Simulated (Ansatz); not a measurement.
Molecular dynamics, with input and output: CH₃OSi (charge −1) (part 5 of 5)

The same run, continued: CH₃OSi, charge −1; RKS LDA/def2-TZVP (Ansatz 0.2.0). It belongs to a series of runs on one base structure; here: dynamics from the highest image of the converged band.

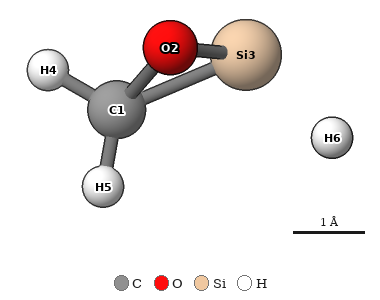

The geometry at step 179 of the log (ball-and-stick view, seen at a tilt; atoms are numbered from 1 in the order of the input).

## Trajectory as extended XYZ, continued
```
6
Properties=species:S:1:pos:R:3:forces:R:3 step=157 time_fs=78.5 energy=-10954.10953 temperature=3227.7
C     0.1608    0.0136   -0.5580    0.1456  -0.0684  -2.5245
O    -0.5535   -0.1170    0.5785   -0.3870  -1.9893   2.8340
Si   -0.4711    1.5563    0.4216   -0.5161   1.8443  -1.3364
H    -0.0298   -0.7170   -1.3977   -0.1400   0.7161   0.3970
H     1.1675    0.3929   -0.3181    0.9765  -1.3444  -0.6866
H     1.1397    1.7512    0.2534   -0.0791   0.8418   1.3166
6
Properties=species:S:1:pos:R:3:forces:R:3 step=159 time_fs=79.5 energy=-10954.28002 temperature=3556.2
C     0.1618    0.0097   -0.5659    0.1864   0.0400  -2.5434
O    -0.5505   -0.0971    0.5826   -0.1752  -2.6434   2.7375
Si   -0.4729    1.5472    0.4203   -0.4675   2.4323  -1.3297
H    -0.0572   -0.7357   -1.3909   -0.0882   0.8580   0.4721
H     1.1857    0.3929   -0.3887    0.6594  -1.3009  -0.3952
H     1.1368    1.7548    0.3838   -0.1149   0.6140   1.0586
6
Properties=species:S:1:pos:R:3:forces:R:3 step=161 time_fs=80.5 energy=-10954.41854 temperature=3823.2
C     0.1630    0.0057   -0.5758    0.3364   0.3187  -2.2527
O    -0.5475   -0.0787    0.5883    0.0638  -3.3474   2.5242
Si   -0.4747    1.5389    0.4185   -0.3314   3.0576  -1.3280
H    -0.0855   -0.7462   -1.3797   -0.0803   0.8546   0.3850
H     1.2101    0.3804   -0.4631    0.2215  -1.2773  -0.0747
H     1.1326    1.7643    0.5242   -0.2100   0.3938   0.7463
6
Properties=species:S:1:pos:R:3:forces:R:3 step=162 time_fs=81.0 energy=-10954.46647 temperature=3915.7
C     0.1636    0.0038   -0.5815    0.4282   0.5029  -2.0149
O    -0.5461   -0.0702    0.5917    0.1869  -3.7054   2.3826
Si   -0.4757    1.5351    0.4175   -0.2350   3.3747  -1.3216
H    -0.1000   -0.7484   -1.3726   -0.0977   0.7953   0.2836
H     1.2233    0.3696   -0.5007   -0.0060  -1.2658   0.0903
H     1.1299    1.7706    0.5973   -0.2764   0.2983   0.5801
6
Properties=species:S:1:pos:R:3:forces:R:3 step=164 time_fs=82.0 energy=-10954.51081 temperature=4001.5
C     0.1653    0.0004   -0.5939    0.6022   0.9171  -1.4098
O    -0.5430   -0.0551    0.5996    0.4285  -4.3961   2.0503
Si   -0.4777    1.5285    0.4150   -0.0067   3.9860  -1.2847
H    -0.1296   -0.7473   -1.3568   -0.1804   0.5730  -0.0115
H     1.2493    0.3389   -0.5750   -0.4131  -1.2237   0.4112
H     1.1222    1.7851    0.7473   -0.4305   0.1437   0.2444
6
Properties=species:S:1:pos:R:3:forces:R:3 step=166 time_fs=83.0 energy=-10954.49051 temperature=3963.0
C     0.1674   -0.0023   -0.6075    0.7169   1.3180  -0.7244
O    -0.5397   -0.0425    0.6087    0.6519  -4.9959   1.6782
Si   -0.4798    1.5232    0.4121    0.2315   4.5126  -1.2073
H    -0.1610   -0.7407   -1.3411   -0.3171   0.2680  -0.3648
H     1.2714    0.2965   -0.6453   -0.7005  -1.1396   0.6968
H     1.1104    1.8011    0.8996   -0.5827   0.0369  -0.0784
6
Properties=species:S:1:pos:R:3:forces:R:3 step=168 time_fs=84.0 energy=-10954.42805 temperature=3843.4
C     0.1701   -0.0039   -0.6217    0.7082   1.5876  -0.0974
O    -0.5360   -0.0330    0.6189    0.8479  -5.4356   1.2894
Si   -0.4817    1.5195    0.4088    0.4406   4.8856  -1.0913
H    -0.1954   -0.7316   -1.3288   -0.4612   0.0010  -0.6556
H     1.2869    0.2433   -0.7090   -0.8345  -1.0097   0.9259
H     1.0931    1.8174    1.0512   -0.7010  -0.0289  -0.3709
6
Properties=species:S:1:pos:R:3:forces:R:3 step=170 time_fs=85.0 energy=-10954.35549 temperature=3703.8
C     0.1733   -0.0043   -0.6360    0.4960   1.6117   0.3428
O    -0.5318   -0.0267    0.6298    1.0117  -5.6594   0.8966
Si   -0.4835    1.5174    0.4051    0.6001   5.0471  -0.9460
H    -0.2342   -0.7223   -1.3227   -0.5297  -0.0905  -0.7593
H     1.2944    0.1804   -0.7639   -0.8088  -0.8456   1.0869
H     1.0691    1.8335    1.1992   -0.7692  -0.0634  -0.6210
6
Properties=species:S:1:pos:R:3:forces:R:3 step=171 time_fs=85.5 energy=-10954.32314 temperature=3641.4
C     0.1751   -0.0040   -0.6430    0.2948   1.5194   0.4756
O    -0.5295   -0.0249    0.6355    1.0805  -5.6798   0.7001
Si   -0.4843    1.5170    0.4031    0.6603   5.0371  -0.8652
H    -0.2555   -0.7180   -1.3224   -0.5110  -0.0474  -0.7226
H     1.2953    0.1458   -0.7875   -0.7405  -0.7576   1.1404
H     1.0543    1.8413    1.2712   -0.7841  -0.0719  -0.7283
6
Properties=species:S:1:pos:R:3:forces:R:3 step=173 time_fs=86.5 energy=-10954.27020 temperature=3538.9
C     0.1788   -0.0025   -0.6568   -0.2834   1.1797   0.6015
O    -0.5244   -0.0237    0.6471    1.1893  -5.5330   0.3068
Si   -0.4858    1.5176    0.3990    0.7482   4.8300  -0.6909
H    -0.3016   -0.7094   -1.3266   -0.3535   0.1879  -0.5034
H     1.2919    0.0714   -0.8264   -0.5194  -0.5880   1.1936
H     1.0192    1.8564    1.4096   -0.7812  -0.0766  -0.9074
6
Properties=species:S:1:pos:R:3:forces:R:3 step=175 time_fs=87.5 energy=-10954.22754 temperature=3456.2
C     0.1822   -0.0001   -0.6701   -0.9829   0.7682   0.6409
O    -0.5185   -0.0259    0.6589    1.2550  -5.1520  -0.0864
Si   -0.4870    1.5197    0.3946    0.8037   4.3906  -0.5015
H    -0.3510   -0.6990   -1.3357   -0.0767   0.5118  -0.1928
H     1.2836   -0.0087   -0.8540   -0.2532  -0.4477   1.1833
H     0.9766    1.8708    1.5393   -0.7459  -0.0710  -1.0435
6
Properties=species:S:1:pos:R:3:forces:R:3 step=177 time_fs=88.5 energy=-10954.19010 temperature=3384.0
C     0.1849    0.0029   -0.6829   -1.5947   0.4216   0.6992
O    -0.5119   -0.0312    0.6707    1.2710  -4.5755  -0.4748
Si   -0.4880    1.5234    0.3900    0.8390   3.7640  -0.2966
H    -0.4011   -0.6838   -1.3466    0.2330   0.7901   0.0874
H     1.2728   -0.0930   -0.8703   -0.0573  -0.3402   1.1290
H     0.9269    1.8845    1.6591   -0.6910  -0.0600  -1.1441
6
Properties=species:S:1:pos:R:3:forces:R:3 step=179 time_fs=89.5 energy=-10954.15978 temperature=3325.4
C     0.1863    0.0063   -0.6951   -1.9212   0.1771   0.8252
O    -0.5045   -0.0392    0.6822    1.2327  -3.8561  -0.8491
Si   -0.4886    1.5284    0.3854    0.8614   3.0134  -0.0762
H    -0.4490   -0.6610   -1.3567    0.4949   0.9447   0.2660
H     1.2613   -0.1806   -0.8758   -0.0417  -0.2319   1.0517
H     0.8706    1.8976    1.7680   -0.6261  -0.0471  -1.2176
6
Properties=species:S:1:pos:R:3:forces:R:3 step=180 time_fs=90.0 energy=-10954.14782 temperature=3302.2
C     0.1864    0.0081   -0.7010   -1.9444   0.0809   0.9184
O    -0.5005   -0.0441    0.6878    1.1930  -3.4610  -1.0271
Si   -0.4888    1.5313    0.3830    0.8687   2.6128   0.0392
H    -0.4714   -0.6463   -1.3609    0.5906   0.9679   0.3092
H     1.2555   -0.2254   -0.8747   -0.1158  -0.1600   1.0071
H     0.8402    1.9040    1.8181   -0.5921  -0.0407  -1.2466
6
Properties=species:S:1:pos:R:3:forces:R:3 step=182 time_fs=91.0 energy=-10954.12650 temperature=3260.5
C     0.1855    0.0116   -0.7122   -1.7248  -0.0937   1.1713
O    -0.4920   -0.0555    0.6984    1.0755  -2.6352  -1.3574
Si   -0.4890    1.5377    0.3783    0.8760   1.8008   0.2775
H    -0.5116   -0.6100   -1.3671    0.6916   0.9107   0.3032
H     1.2427   -0.3157   -0.8654   -0.3951   0.0461   0.8989
H     0.7751    1.9165    1.9093   -0.5231  -0.0287  -1.2935
6
Properties=species:S:1:pos:R:3:forces:R:3 step=184 time_fs=92.0 energy=-10954.09817 temperature=3205.3
C     0.1832    0.0151   -0.7224   -1.2466  -0.2636   1.5210
O    -0.4829   -0.0684    0.7083    0.9147  -1.8053  -1.6449
Si   -0.4889    1.5448    0.3738    0.8737   1.0176   0.5195
H    -0.5453   -0.5651   -1.3704    0.6594   0.7354   0.1843
H     1.2260   -0.4056   -0.8476   -0.7466   0.3346   0.7504
H     0.7051    1.9288    1.9881   -0.4545  -0.0187  -1.3303
6
Properties=species:S:1:pos:R:3:forces:R:3 step=186 time_fs=93.0 energy=-10954.05125 temperature=3114.4
C     0.1800    0.0184   -0.7314   -0.6541  -0.4182   1.9602
O    -0.4733   -0.0824    0.7171    0.7214  -1.0146  -1.8822
Si   -0.4885    1.5522    0.3694    0.8613   0.3017   0.7557
H    -0.5728   -0.5131   -1.3720    0.4981   0.4797  -0.0242
H     1.2022   -0.4922   -0.8226   -1.0404   0.6627   0.5516
H     0.6307    1.9408    2.0542   -0.3863  -0.0114  -1.3613
6
Properties=species:S:1:pos:R:3:forces:R:3 step=188 time_fs=94.0 energy=-10953.98294 temperature=2982.6
C     0.1762    0.0213   -0.7388   -0.0854  -0.5421   2.4423
O    -0.4631   -0.0970    0.7248    0.5066  -0.2935  -2.0642
Si   -0.4879    1.5597    0.3652    0.8377  -0.3241   0.9772
H    -0.5956   -0.4566   -1.3739    0.2481   0.2010  -0.2765
H     1.1686   -0.5725   -0.7923   -1.1897   0.9663   0.3105
H     0.5526    1.9527    2.1073   -0.3173  -0.0076  -1.3894
6
Properties=species:S:1:pos:R:3:forces:R:3 step=189 time_fs=94.5 energy=-10953.94315 temperature=2905.9
C     0.1742    0.0226   -0.7418    0.1477  -0.5933   2.6719
O    -0.4580   -0.1044    0.7282    0.3939   0.0352  -2.1334
Si   -0.4874    1.5634    0.3633    0.8211  -0.5995   1.0801
H    -0.6059   -0.4274   -1.3756    0.1165   0.0755  -0.3959
H     1.1476   -0.6093   -0.7759   -1.1973   1.0895   0.1802
H     0.5123    1.9587    2.1288   -0.2819  -0.0073  -1.4029
6
Properties=species:S:1:pos:R:3:forces:R:3 step=191 time_fs=95.5 energy=-10953.86145 temperature=2748.3
C     0.1705    0.0249   -0.7462    0.4264  -0.6791   3.0364
O    -0.4475   -0.1192    0.7340    0.1618   0.6233  -2.2271
Si   -0.4863    1.5707    0.3597    0.7765  -1.0737   1.2660
H    -0.6260   -0.3688   -1.3823   -0.0848  -0.1064  -0.5623
H     1.0970   -0.6750   -0.7422   -1.0722   1.2460  -0.0844
H     0.4299    1.9705    2.1618   -0.2078  -0.0101  -1.4287
6
Properties=species:S:1:pos:R:3:forces:R:3 step=193 time_fs=96.5 energy=-10953.78720 temperature=2604.8
C     0.1670    0.0266   -0.7481    0.3726  -0.7250   3.1927
O    -0.4368   -0.1336    0.7385   -0.0756   1.1185  -2.2606
Si   -0.4849    1.5776    0.3565    0.7138  -1.4478   1.4209
H    -0.6468   -0.3112   -1.3942   -0.1173  -0.1741  -0.5675
H     1.0363   -0.7288   -0.7092   -0.7669   1.2465  -0.3342
H     0.3455    1.9822    2.1812   -0.1267  -0.0181  -1.4514
6
Properties=species:S:1:pos:R:3:forces:R:3 step=195 time_fs=97.5 energy=-10953.72072 temperature=2475.9
C     0.1639    0.0277   -0.7474   -0.0158  -0.6699   3.1067
O    -0.4263   -0.1473    0.7416   -0.3159   1.5244  -2.2363
Si   -0.4833    1.5840    0.3538    0.6285  -1.7268   1.5383
H    -0.6686   -0.2552   -1.4114    0.0438  -0.1554  -0.3933
H     0.9684   -0.7708   -0.6794   -0.3057   1.0593  -0.5486
H     0.2599    1.9938    2.1866   -0.0349  -0.0317  -1.4669
6
Properties=species:S:1:pos:R:3:forces:R:3 step=196 time_fs=98.0 energy=-10953.68683 temperature=2410.1
C     0.1623    0.0280   -0.7462   -0.2980  -0.5835   2.9867
O    -0.4211   -0.1538    0.7426   -0.4365   1.6959  -2.2042
Si   -0.4824    1.5870    0.3526    0.5758  -1.8325   1.5807
H    -0.6795   -0.2277   -1.4216    0.1751  -0.1331  -0.2552
H     0.9330   -0.7879   -0.6664   -0.0326   0.8938  -0.6383
H     0.2170    1.9995    2.1841    0.0162  -0.0405  -1.4697
6
Properties=species:S:1:pos:R:3:forces:R:3 step=198 time_fs=99.0 energy=-10953.61090 temperature=2263.3
C     0.1589    0.0284   -0.7419   -0.9067  -0.2926   2.6539
O    -0.4108   -0.1660    0.7438   -0.6766   1.9804  -2.1062
Si   -0.4804    1.5925    0.3508    0.4473  -1.9805   1.6274
H    -0.6997   -0.1738   -1.4433    0.4638  -0.0976   0.0655
H     0.8627   -0.8161   -0.6451    0.5407   0.4518  -0.7822
H     0.1312    2.0105    2.1685    0.1315  -0.0615  -1.4585
6
Properties=species:S:1:pos:R:3:forces:R:3 step=200 time_fs=100.0 energy=-10953.52735 temperature=2102.4
C     0.1549    0.0286   -0.7355   -1.3810   0.0592   2.2893
O    -0.4010   -0.1771    0.7436   -0.9105   2.1930  -1.9735
Si   -0.4783    1.5973    0.3494    0.2844  -2.0493   1.6136
H    -0.7154   -0.1208   -1.4645    0.6988  -0.0962   0.3737
H     0.7976   -0.8400   -0.6312    1.0409  -0.0219  -0.8919
H     0.0468    2.0209    2.1389    0.2673  -0.0847  -1.4112
```

The run was set up as follows.

## The input
```yaml
crystal:
  periodic: [false, false, false]
  atoms:
    - { symbol: C, position_ang: [0.059989, 0.044898, -0.519378] }
    - { symbol: O, position_ang: [-0.494746, -0.30749, 0.804189] }
    - { symbol: Si, position_ang: [-0.410079, 1.756257, 0.242986] }
    - { symbol: H, position_ang: [-0.525703, -0.464116, -1.306671] }
    - { symbol: H, position_ang: [1.103289, -0.365491, -0.540214] }
    - { symbol: H, position_ang: [0.267259, -0.664076, 1.319098] }
total_charge: -1
basis:
  gaussian: { orbitals: def2-TZVP }
hamiltonian:
  xc: lda
md:
  timestep: 0.5
  n_steps: 200
  ensemble: nve
  temperature: 100.0
  initial_velocities: maxwell_boltzmann
  seed: 5546
```

Launch command:
```bash
ansatz run input.yaml --threads 2 --pin off --max-ram 3072MiB --backend cpu --events-out ev --progress --plain --runs-dir out
```

## Key numbers

```csv
quantity,value
outcome,finished
mean temperature over the second half,2881 K
trajectory,"200 steps, 100 fs"
ensemble,nve
temperature in the input,100.0 K
time step,0.5 fs
potential energy (last step),−10953.5274 eV
mean-field energy (last step),−10953.5274 eV
largest force (length of the vector) (last step),3.088 eV/Å
hardware,"2 threads of Intel Xeon (Sapphire Rapids), 16 GiB of memory available, shared host"
wall time,1.7 min (CPU time 3.1 min)
peak memory,0.19 GiB
```

## Remarks

So short a trajectory is not equilibrated.
